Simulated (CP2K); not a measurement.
# SnTe (SMILES [Sn][Te]): PM6

What is the vertical singlet–triplet gap of SnTe at PM6? 

The calculation is run with CP2K 2026.2.

4 further runs of the same task are left out: 2 that didn't finish, 2 set aside as unsound or not needed.

**1. The structure to begin with**

SnTe has 2 atoms, charge 0, and is taken as a singlet. As SMILES, `[Sn][Te]`. Geometry: a GFN2-xTB relaxation, a rough one for these elements and not checked as a minimum.

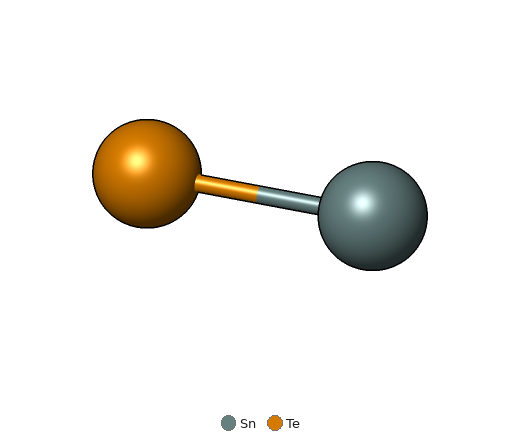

The structure, seen from a chosen angle (tin teal, tellurium orange).

**2. Energy and gradient at PM6**

molecule.pdb

```
HETATM    1 Sn   MOL A   1       0.000   0.000   0.000  1.00  0.00          SN
HETATM    2 Te   MOL A   1       0.000   0.000   2.537  1.00  0.00          TE
END
```

calc.inp

```
&GLOBAL
    PROJECT_NAME calc
    RUN_TYPE ENERGY_FORCE
    PRINT_LEVEL MEDIUM
&END GLOBAL
&FORCE_EVAL
    METHOD Quickstep
    &DFT
        &QS
            METHOD PM6
            EPS_DEFAULT 1.0E-10
            &SE
                &COULOMB
                    CUTOFF [angstrom] 50
                    RC_RANGE [angstrom] 0
                &END COULOMB
                &EXCHANGE
                    CUTOFF [angstrom] 50
                    RC_RANGE [angstrom] 0
                &END EXCHANGE
            &END SE
        &END QS
        &POISSON
            PERIODIC NONE
            POISSON_SOLVER ANALYTIC
        &END POISSON
        &SCF
            SCF_GUESS ATOMIC
            EPS_SCF 1.0E-07
            MAX_SCF 80
            ADDED_MOS 4
            &DIAGONALIZATION
                ALGORITHM STANDARD
            &END DIAGONALIZATION
            &MIXING
                METHOD DIRECT_P_MIXING
                ALPHA 0.4
            &END MIXING
        &END SCF
        &PRINT
            &MOMENTS
                PERIODIC F
                REFERENCE COM
                MAX_MOMENT 1
            &END MOMENTS
            &MO ON
                ENERGIES T
                OCCUPATION_NUMBERS T
                NDIGITS 6
                &EACH
                    QS_SCF 0
                &END EACH
                ADD_LAST NUMERIC
            &END MO
            &HIRSHFELD OFF
            &END HIRSHFELD
        &END PRINT
    &END DFT
    &SUBSYS
        &CELL
            ABC 16 16 18.5
            PERIODIC NONE
        &END CELL
        &TOPOLOGY
            COORD_FILE_NAME molecule.pdb
            COORD_FILE_FORMAT PDB
            CONN_FILE_FORMAT OFF
            &CENTER_COORDINATES
            &END CENTER_COORDINATES
        &END TOPOLOGY
    &END SUBSYS
    &PRINT
        &FORCES ON
        &END FORCES
    &END PRINT
&END FORCE_EVAL
```

The run is started by

```
$ OMP_NUM_THREADS=1 cp2k.psmp calc.inp > calc.out
```

Log:

```text
CP2K| version string:                                       CP2K version 2026.2
[...]
 GLOBAL| Method name                                                        CP2K
[...]
 GLOBAL| Run type                                                   ENERGY_FORCE
[...]
 *** WARNING in qs_environment.F:2210 :: More added MOs requested than     ***
 *** available. The full set of unoccupied MOs will be used. Use           ***
 *** 'ADDED_MOS -1' to always use all available MOs and to get rid of this ***
[...]
                             - Atoms:                                          2
[...]
                             - Spherical basis functions:                      8
[...]
 Number of electrons:                                                         10
[...]
     1 P_Mix/Diag. 0.40E+00    0.0     0.96466066       -11.7213497852 -1.17E+01
[...]
    16 DIIS/Diag.  0.32E-07    0.0     0.00000005       -13.7993083080 -1.46E-13
  *** SCF run converged in    16 steps ***
  Core-core repulsion energy [eV]:                            115.51765264850587
  Core Hamiltonian energy [eV]:                              -554.62209896699471
  Two-electron integral energy [eV]:                          127.21234198920955
  Electronic energy [eV]:                                    -491.01592797238993
  Total energy [eV]:                                         -375.49827532388400
  Atomic reference energy [eV]:                               377.13834831579686
  Heat of formation [kcal/mol]:                                37.82098467436129
[...]
 SE_DIPOLE| Moment [Debye]          0.00000000      -0.00000000       2.05565516
 SE_DIPOLE| Derivative [a.u.]       0.00000000       0.00000000       0.00000000
 ENERGY| Total FORCE_EVAL ( QS ) energy [hartree]            -13.799308307997418
 FORCES| Atomic forces [hartree/bohr]
 FORCES|   Atom     x               y               z               |f|
 FORCES|      1 -2.32224736E-17 -8.00462395E-17  2.37824302E-03   2.37824302E-03
 FORCES|      2  2.32224736E-17  8.00462395E-17 -2.37824302E-03   2.37824302E-03
 FORCES| Sum     0.00000000E+00  0.00000000E+00  0.00000000E+00
 FORCES| Total atomic force                                       0.00000000E+00
[...]
```

Run time: 1.2 s. Hardware: 1 thread of AMD EPYC 7R43 (Zen 3), shared host; peak memory 0.18 GiB.

**3. The triplet, same level**

molecule.pdb is that of step 2.

job.inp

```
&FORCE_EVAL
    METHOD QS
    &DFT
        MULTIPLICITY 3
        UKS T
        &QS
            METHOD PM6
            EPS_DEFAULT 1.0E-10
            &SE
                &COULOMB
                    CUTOFF [angstrom] 50
                    RC_RANGE [angstrom] 0
                &END COULOMB
                &EXCHANGE
                    CUTOFF [angstrom] 50
                    RC_RANGE [angstrom] 0
                &END EXCHANGE
            &END SE
        &END QS
        &POISSON
            PERIODIC NONE
            POISSON_SOLVER ANALYTIC
        &END POISSON
        &SCF
            SCF_GUESS ATOMIC
            EPS_SCF 1.0E-07
            MAX_SCF 100
            ADDED_MOS 2
            &DIAGONALIZATION
                ALGORITHM STANDARD
            &END DIAGONALIZATION
            &MIXING
                METHOD DIRECT_P_MIXING
                ALPHA 0.4
            &END MIXING
        &END SCF
        &PRINT
            &MOMENTS
                PERIODIC F
                REFERENCE COM
                MAX_MOMENT 1
            &END MOMENTS
            &MO ON
                ENERGIES T
                OCCUPATION_NUMBERS T
                NDIGITS 6
                &EACH
                    QS_SCF 0
                &END EACH
                ADD_LAST NUMERIC
            &END MO
            &HIRSHFELD OFF
            &END HIRSHFELD
        &END PRINT
    &END DFT
    &SUBSYS
        &CELL
            ABC 16 16 18.5
            PERIODIC NONE
        &END CELL
        &TOPOLOGY
            COORD_FILE_NAME molecule.pdb
            COORD_FILE_FORMAT PDB
            CONN_FILE_FORMAT OFF
            &CENTER_COORDINATES
            &END CENTER_COORDINATES
        &END TOPOLOGY
    &END SUBSYS
    &PRINT
        &FORCES ON
        &END FORCES
    &END PRINT
&END FORCE_EVAL

&GLOBAL
    PROJECT_NAME job
    RUN_TYPE ENERGY_FORCE
    PRINT_LEVEL MEDIUM
&END GLOBAL
```

The run is started by

```
$ OMP_NUM_THREADS=1 cp2k.psmp job.inp > job.out
```

Log:

```text
CP2K| version string:                                       CP2K version 2026.2
[...]
 GLOBAL| Method name                                                        CP2K
[...]
 GLOBAL| Run type                                                   ENERGY_FORCE
[...]
                             - Atoms:                                          2
[...]
                             - Spherical basis functions:                      8
[...]
 Number of electrons:                                                          6
[...]
     1 P_Mix/Diag. 0.40E+00    0.0     0.50000000       -11.7213497852 -1.17E+01
[...]
    23 DIIS/Diag.  0.45E-07    0.0     0.00000010       -13.7374089270 -5.33E-14
  *** SCF run converged in    23 steps ***
  Core-core repulsion energy [eV]:                            115.51765264850587
  Core Hamiltonian energy [eV]:                              -550.06431003432658
  Two-electron integral energy [eV]:                          121.46549975863294
  Electronic energy [eV]:                                    -489.33156015501010
  Total energy [eV]:                                         -373.81390750650428
  Atomic reference energy [eV]:                               377.13834831579686
  Heat of formation [kcal/mol]:                                76.66343237103789
[...]
 SE_DIPOLE| Moment [Debye]          0.00000000      -0.00000000       2.86057691
 SE_DIPOLE| Derivative [a.u.]       0.00000000       0.00000000       0.00000000
 ENERGY| Total FORCE_EVAL ( QS ) energy [hartree]            -13.737408926978851
 FORCES| Atomic forces [hartree/bohr]
 FORCES|   Atom     x               y               z               |f|
 FORCES|      1 -8.02419146E-18  1.43490270E-17 -4.80030819E-03   4.80030819E-03
 FORCES|      2  8.02419146E-18 -1.43490270E-17  4.80030819E-03   4.80030819E-03
 FORCES| Sum     0.00000000E+00  0.00000000E+00  0.00000000E+00
 FORCES| Total atomic force                                       0.00000000E+00
[...]
```

It took 1.3 s on 1 thread of AMD EPYC 7R43 (Zen 3), shared host; peak memory 0.18 GiB.

**4. Results**

Level: PM6.

| quantity | value |
| --- | --- |
| singlet: total energy | -13.79931 Eh |
| singlet: dipole moment | 2.06 D |
| singlet: HOMO energy | -8.53 eV |
| singlet: LUMO energy | -1.68 eV |
| singlet: HOMO–LUMO gap | 6.85 eV |
| singlet: heat of formation | 37.8 kcal/mol |
| singlet: largest force on an atom | 0.122 eV/Å |
| triplet: total energy | -13.73741 Eh |
| triplet: dipole moment | 2.86 D |
| triplet: HOMO energy (highest over α and β) | -6.86 eV |
| triplet: LUMO energy (lowest over α and β) | -3.39 eV |
| triplet: heat of formation | 76.7 kcal/mol |
| triplet: largest force on an atom | 0.247 eV/Å |
| vertical energy of the triplet above the singlet | 1.684 eV |

At this shape the triplet lies 1.68 eV (163 kJ/mol) above the singlet.
